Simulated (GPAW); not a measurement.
# Band edges of 6 MA2Z4 monolayers below the vacuum level

Where do the band edges of these layers lie against the vacuum, how would they line up in contact, and how far do functional and basis move them?

**Method.** GPAW 26.7.0 with PAW setups. Cells and atoms relaxed with plane waves and PBE; single points at that geometry with a dipole layer: plane waves (PBE, LDA) and dzp orbitals (PBE). IE and EA are the highest filled and lowest empty Kohn-Sham levels on the mesh below the vacuum level of the upper face; the step is the upper less the lower vacuum level.

The runs side by side:

```
   layer  a (Å)    IE    EA  IE LDA  EA LDA  IE dzp   step
 MoGe2N4  2.982  5.81  4.47    6.17    4.82    5.80   0.00
 MoSi2N4  2.874  5.63  3.46    5.98    3.80    5.60  −0.01
  WGe2P4  3.541  5.39  4.75    5.59    4.98    5.15  +0.01
  WSi2P4  3.464  5.25  4.39    5.48    4.63    5.03  −0.01
MoSi2As4  3.611  4.97  4.21    5.23    4.47    4.76   0.00
 WGe2As4  3.686  4.90  4.32    5.14    4.59    4.66  −0.02
```

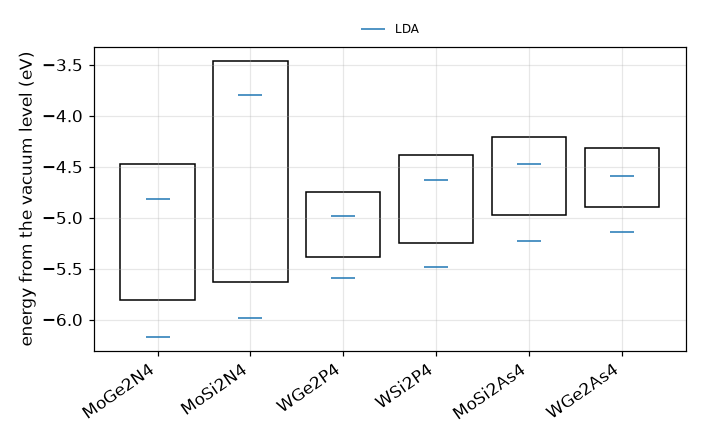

PBE gaps (boxes) below the vacuum level, with the LDA edges.

What this shows: The ionisation energy runs from 5.81 eV (MoGe2N4) to 4.90 eV (WGe2As4), and the gap on the mesh, IE − EA, from 0.58 eV (WGe2As4) to 2.17 eV (MoSi2N4). LDA changes IE by +0.20 to +0.36 eV and the gap by −0.03 to +0.01 eV; the orbital basis changes IE by −0.24 to −0.01 eV. By Anderson's rule, MoGe2N4 beside WGe2As4 has a valence offset of 5.81 − 4.90 = 0.91 eV and a conduction offset of 4.47 − 4.32 = 0.15 eV, a staggered (type II) line-up, though by a margin inside the error of semilocal gaps.

What the numbers leave out: Energies are in eV, PBE unless marked. Semilocal gaps are too small, edges off the mesh are missed, and spin-orbit coupling is left out; stability of the layers wasn't tested. Anderson's rule ignores the charge that moves at a real contact. These layers come in several stackings of their seven planes; the one built here need not be the synthesised one, whose lattice and gap differ.

[Logs are printed without paths, hosts, clocks, repeated set-up lines and the standing remarks that a program may print on its own settings, such as how far it seeks lower states.]
